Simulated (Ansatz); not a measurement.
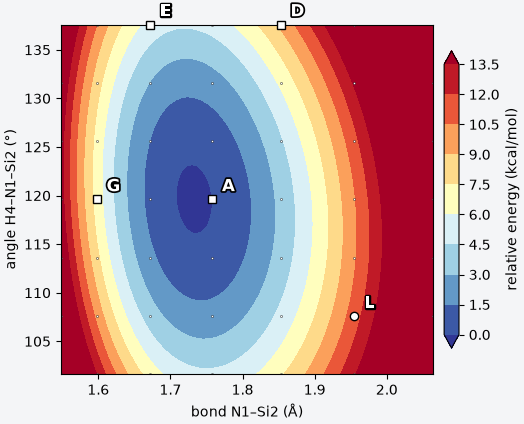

H₅NSi, SMILES N[SiH3]. Two internal coordinates are moved rigidly from the geometry relaxed at PBE0-D4/def2-TZVP, all others fixed. Coordinates scanned: (1) bond N1–Si2; (2) angle H4–N1–Si2. The scan uses a 7 × 7 grid. Energies: kcal/mol, counted from the lowest grid point. Level of theory: RKS PBE-D4/def2-TZVPP in Ansatz 0.2.0.

In the figure: filled contours, dots at the grid points, one colour for all values above the top of the scale, lettered points. Between grid points the surface is interpolated.

What kind of point is each of A, G, L: minimum, saddle, maximum or slope?

A: minimum; G: on a slope; L: on a slope. (In these two coordinates alone; a stationary point may lie a little off the grid point.)

Rank the lettered points by energy, lowest first.

A (0.0 kcal/mol), E (5.5 kcal/mol), G (6.9 kcal/mol), D (9.3 kcal/mol), L (11.3 kcal/mol).
